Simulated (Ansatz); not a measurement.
# CH2BrSi (charge +1): what the fields show

Input file:

```
crystal:
  periodic: [false, false, false]
  atoms:
    - symbol: C
      position_ang: [0.597411, 0.244742, -0.898512]
    - symbol: Br
      position_ang: [1.113866, -0.065053, 1.039789]
    - symbol: Si
      position_ang: [-0.559679, -1.092342, -0.266170]
    - symbol: H
      position_ang: [1.462174, 0.004021, -1.516147]
    - symbol: H
      position_ang: [0.272228, 1.280192, -0.995129]
basis:
  gaussian:
    orbitals: def2-TZVPD
total_charge: 1
output: {forces: true, orbitals: {seedname: orbitals}}
hamiltonian:
  xc: {name: PBE0}
```

Launched as:

```sh
ansatz run input.yaml --threads 2 --pin off --max-ram 4350MiB --events-out events.jsonl --progress --plain --runs-dir runs
```

Geometry: r2SCAN-D4/def2-TZVP.

The calculation used isolated molecule in a Gaussian basis; Kohn-Sham density functional theory, functional PBE0 (Ansatz 0.2.0).

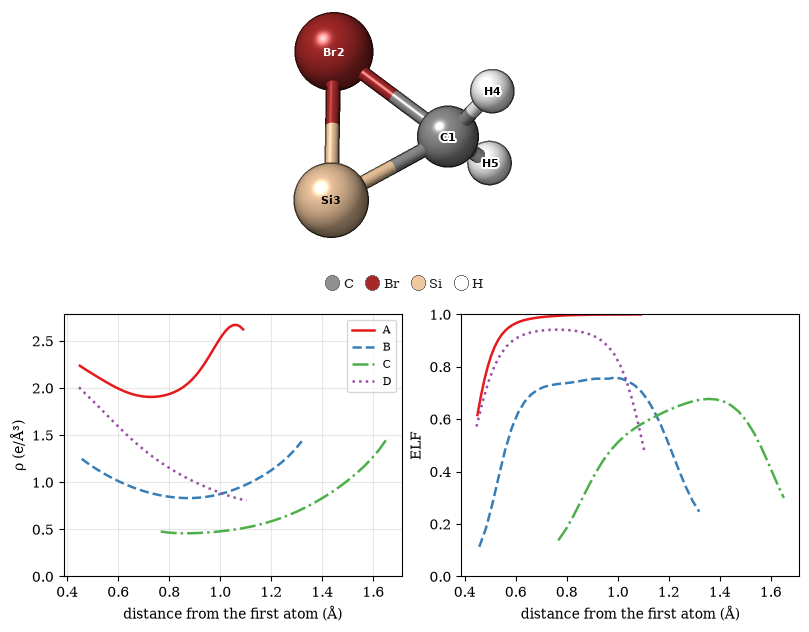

Figure 1. Total electron density and electron localisation function along straight lines between neighbouring atoms. The curves leave out the atomic cores. The structure is drawn too.

Which curve belongs to which contact (C–Br, C–H, C–Si and Si–Br)? The first atom named is at distance zero.

Curve A: C–H (1.09 Å): the density is about 2.1 e/Å³ at the midpoint; the ELF climbs to about 1 towards the hydrogen, as it does in any bond to H; a covalent bond by its length. Curve B: C–Br (2.03 Å): the density is about 0.89 e/Å³ at the midpoint; the ELF peaks at about 0.75 between the atoms (a covalent bond). Curve C: Si–Br (2.36 Å): ρ at the midpoint is about 0.57 e/Å³, with its minimum of 0.46 e/Å³ about 0.9 Å from Si; the ELF peaks at about 0.70 between the atoms. Curve D: C–Si (1.88 Å): the density is about 0.96 e/Å³ at the midpoint; the ELF peaks at about 0.95 between the atoms: localised, covalent bonding.

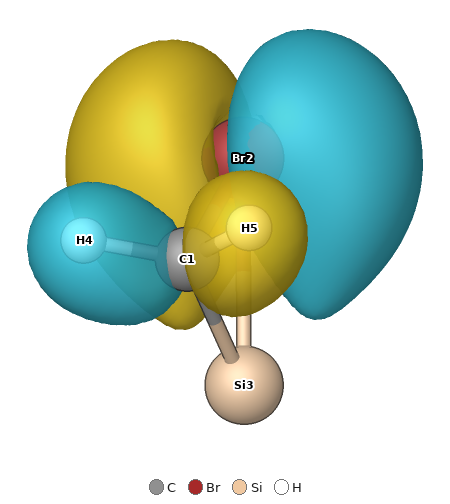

Figure 2. The HOMO−1 at ±0.1 Å⁻³ᐟ² (yellow and cyan are the two phases), seen at an oblique angle.

What is the character of this orbital?

Its weight (Hirshfeld) is mainly on Br2 (about 80 %) and C1 (about 10 %); largely a lone pair of Br2. Its energy is −14.85 eV.
